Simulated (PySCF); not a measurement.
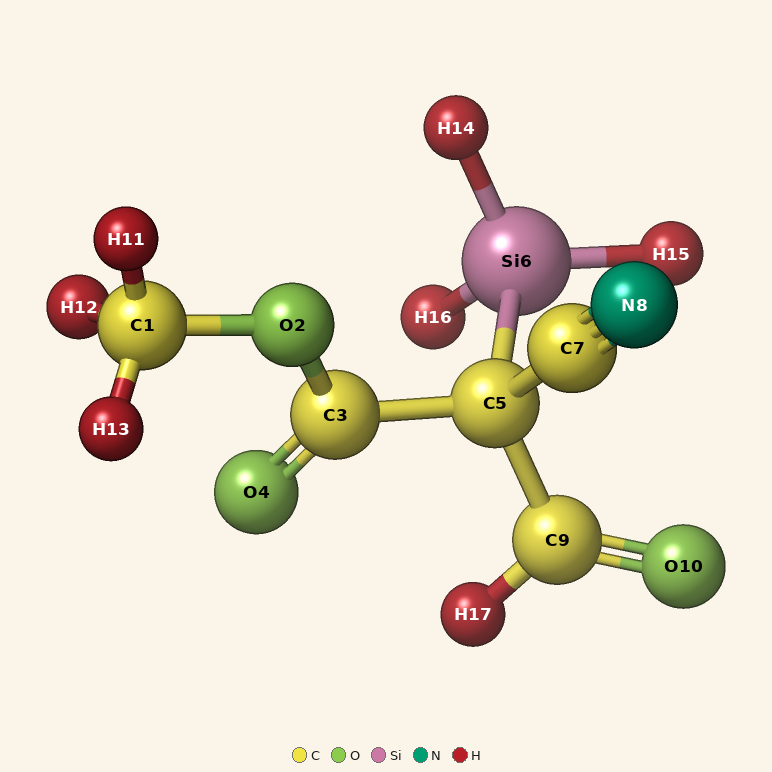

Computed geometry: GFN2-xTB optimisation. No frequency run is at hand to confirm it as a minimum. Electric field gradients from the ground-state density, PBE0/pcSseg-1 (PySCF 2.14.0), non-relativistic apart from any core potentials.

Give the largest field-gradient component, the quadrupole coupling constant and the asymmetry for 17O at O2 (Q = −25.6 mb), 17O at O4 (Q = −25.6 mb), 14N at N8 (Q = 20.44 mb), 17O at O10 (Q = −25.6 mb).

```csv
atom,V_zz (a.u.),e²qQ/h (MHz),η
O2,1.716,−10.32,0.35
O4,−1.536,9.24,0.12
N8,−0.969,−4.66,0.10
O10,−2.024,12.18,0.56
```

The geometry is semi-empirical. Around Si such bond lengths and angles can be off by a tenth of an ångström or more and by several degrees, and values that hang on the shape move with them.
